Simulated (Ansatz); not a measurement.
# UCCSD(T)/def2-TZVP run of SiH2OF (SMILES O[SiH]F)

What is the vertical ionisation energy of SiH2OF at UCCSD(T)/def2-TZVP? 

The results are computed with Ansatz 0.2.0.

62 further runs of the same task are left out: 62 set aside as unsound or not needed.

## Step 1: Starting point

The species is SiH2OF (5 atoms), meant as a doublet with charge 0. SMILES: `O[SiH]F`. Geometry: relaxed at PBE0-D4/def2-TZVP. This is one conformer, not always the lowest.

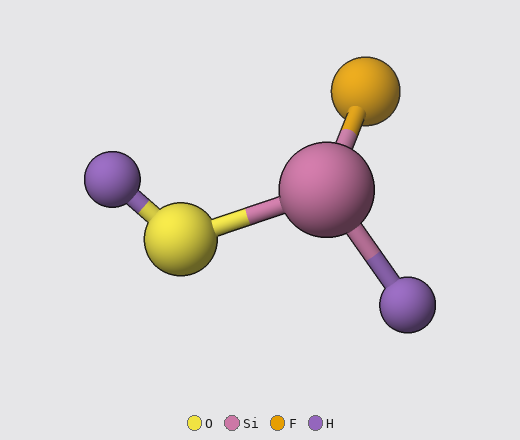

Viewed from a chosen angle; oxygen yellow, silicon pink, fluorine amber, hydrogen purple.

## Step 2: A single-point energy at UCCSD(T)/def2-TZVP

run.yaml reads:

```yaml
crystal:
  periodic: [false, false, false]
  atoms:
    - {symbol: O, position_ang: [-0.615200, -0.884600, -0.276300]}
    - {symbol: Si, position_ang: [0.283900, 0.245700, 0.493100]}
    - {symbol: F, position_ang: [0.207000, 1.646500, -0.283100]}
    - {symbol: H, position_ang: [-1.564500, -0.765100, -0.338000]}
    - {symbol: H, position_ang: [1.688800, -0.242600, 0.404400]}
basis:
  gaussian: {orbitals: def2-TZVP}
magnetization: {spin_polarized: true, initial_magnetization: 1}
correlation: {method: ccsd_t, frozen_orbitals: {F: 1, H: 0, O: 1, Si: 5}}
accuracy: high
scf: {omitted_lower_state_checks: [cluster_reference, increment]}
```

Launch:

```sh
$ ansatz run run.yaml --threads 1 --pin off --max-ram 3480MiB --events-out events.jsonl --progress --plain --runs-dir runs
```

The program printed, cut to the lines that bear on the results:

```text
Warning: RAYON_NUM_THREADS=1 ignored (pool sized by the plan → 1); use --threads N
Functional definition: HF
  name "HF"
[...]
1873 factors; integrals over basis functions are off by at most 3.9e-9 eV
[...]
mean field -12641.42295204 eV, -464.5637248233 hartree, gradient 1.4e-8 eV, S^2 0.754175; 0 other end points of the search recorded, 0 dependent functions left out
7 core orbitals not correlated: weight in the atoms' cores, before any rotation towards them, 1.000 or more for the frozen orbitals, at most 0.000 for the correlated occupied ones
reference -12641.42295204 eV, -464.5637248233 hartree; 10, 9 occupied and 94, 95 virtual orbitals, 1873 factors
second order -15.86372543 eV of doubles, -0.00000000 eV of singles
cycle   1  -15.79143675 eV  change    7.2e-2 eV  update   8.5e-2
[...]
cycle  23  -16.22438138 eV  change  -3.0e-10 eV  update   1.2e-9
perturbative correction -0.50345718 eV, -0.0185017100 hartree
Total energy: -12658.15079060 eV, -465.1784615518 hartree
Checks for a lower state left out: cluster_reference, increment
```

Run time: 76 s. Hardware: 1 thread of Intel Xeon Platinum 8259CL at 2.50GHz (Skylake/Cascade Lake), shared host; peak memory 1.9 GiB.

## Step 3: The singlet cation, same level

molecule.yaml reads:

```yaml
crystal:
  periodic: [false, false, false]
  atoms:
    - {symbol: O, position_ang: [-0.615200, -0.884600, -0.276300]}
    - {symbol: Si, position_ang: [0.283900, 0.245700, 0.493100]}
    - {symbol: F, position_ang: [0.207000, 1.646500, -0.283100]}
    - {symbol: H, position_ang: [-1.564500, -0.765100, -0.338000]}
    - {symbol: H, position_ang: [1.688800, -0.242600, 0.404400]}
basis:
  gaussian:
    orbitals: def2-TZVP
total_charge: 1
correlation:
  method: ccsd_t
  frozen_orbitals: {F: 1, H: 0, O: 1, Si: 5}
accuracy: high
scf:
  omitted_lower_state_checks: [cluster_reference, increment]
```

Launch:

```sh
$ ansatz run molecule.yaml --threads 1 --pin off --max-ram 3480MiB --events-out events.jsonl --progress --plain --runs-dir runs
```

The program printed, cut to the lines that bear on the results:

```text
Warning: RAYON_NUM_THREADS=1 ignored (pool sized by the plan → 1); use --threads N
Functional definition: HF
  name "HF"
[...]
1873 factors; integrals over basis functions are off by at most 3.9e-9 eV
[...]
mean field -12632.55285481 eV, -464.2377547624 hartree, gradient 3.4e-8 eV, S^2 0.000000; 0 other end points of the search recorded, 0 dependent functions left out
7 core orbitals not correlated: weight in the atoms' cores, before any rotation towards them, 1.000 or more for the frozen orbitals, at most 0.000 for the correlated occupied ones
reference -12632.55285481 eV, -464.2377547624 hartree; 9, 9 occupied and 95, 95 virtual orbitals, 1873 factors
second order -16.04751966 eV of doubles, -0.00000000 eV of singles
cycle   1  -15.78384753 eV  change    2.6e-1 eV  update   1.1e-1
[...]
cycle  24  -16.29600072 eV  change   1.9e-10 eV  update   2.0e-9
perturbative correction -0.56934891 eV, -0.0209231865 hartree
Total energy: -12649.41820444 eV, -464.8575449294 hartree
Checks for a lower state left out: cluster_reference, increment
```

Run time: 23 s. Hardware: 1 thread of Intel Xeon Platinum 8259CL at 2.50GHz (Skylake/Cascade Lake), shared host; peak memory 0.86 GiB.

## Step 4: Outcome

Level: UCCSD(T)/def2-TZVP, 7 core orbitals frozen.

| quantity | value |
| --- | --- |
| doublet SiH2OF: total energy | -465.17846 Eh |
| doublet SiH2OF: correlation energy (7 core orbitals frozen) | -614.7 mEh |
| doublet SiH2OF: (T) correction | -18.50 mEh |
| doublet SiH2OF: ⟨S²⟩ of the reference determinant | 0.754 |
| doublet SiH2OF: T1 diagnostic | 0.014 |
| singlet cation: total energy | -464.85754 Eh |
| singlet cation: correlation energy (7 core orbitals frozen) | -619.8 mEh |
| singlet cation: (T) correction | -20.92 mEh |
| singlet cation: T1 diagnostic | 0.019 |
| vertical ionisation energy (to the singlet cation) | 8.733 eV |

In words: Removing an electron at fixed nuclei costs 8.73 eV (843 kJ/mol). Only the singlet of the ionised species was computed; a triplet could lie lower. The triples (doublet SiH2OF) make up 3.0 % of the correlation energy. The triples (singlet cation) make up 3.4 % of the correlation energy.
